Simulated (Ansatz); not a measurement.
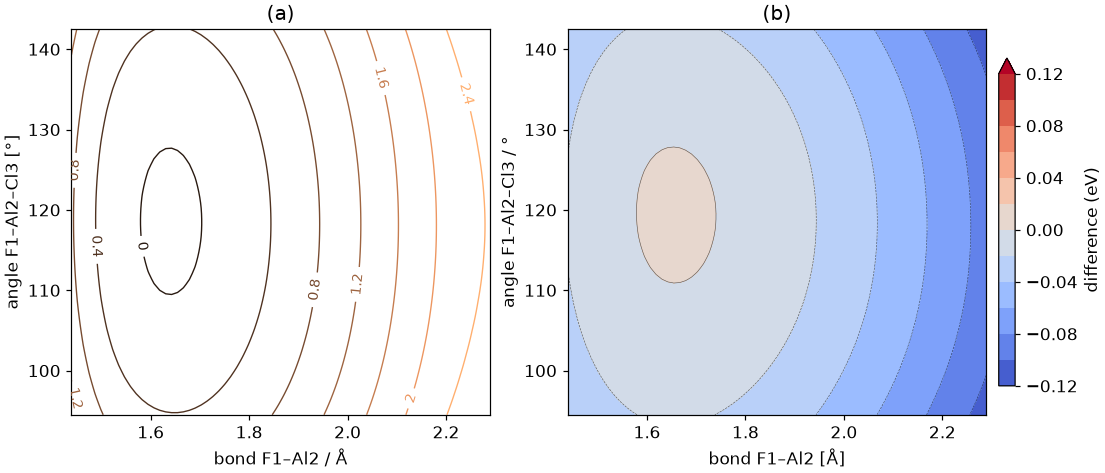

AlClFI, SMILES [F][Al]([Cl])[I]. Two internal coordinates are moved rigidly from the geometry relaxed at PBE0-D4/def2-TZVP, all others fixed. The first coordinate is: bond F1–Al2; the second: angle F1–Al2–Cl3. The scan uses a 5 × 5 grid. Points are written as (first, second). All energies are given in eV relative to each map's own lowest point. All numbers below come from RHF-CCSD(T), frozen core/def2-TZVPP (Ansatz 0.2.0).

Panel (a): RHF-CCSD(T), frozen core/def2-TZVPP (Ansatz). Panel (b): the map at RKS r2SCAN-D4/def2-TZVPP (Ansatz 0.2.0) less the map of (a), each from its own lowest point.

> How does the change of method alter the landscape?

The difference runs from −0.11 eV at (2.289 Å, 142.5°) to 0.00 eV at (1.579 Å, 118.5°). The interpolated minimum moves from 1.6403 to 1.6400 Å in bond F1–Al2 and 118.52 to 118.47° in angle F1–Al2–Cl3.
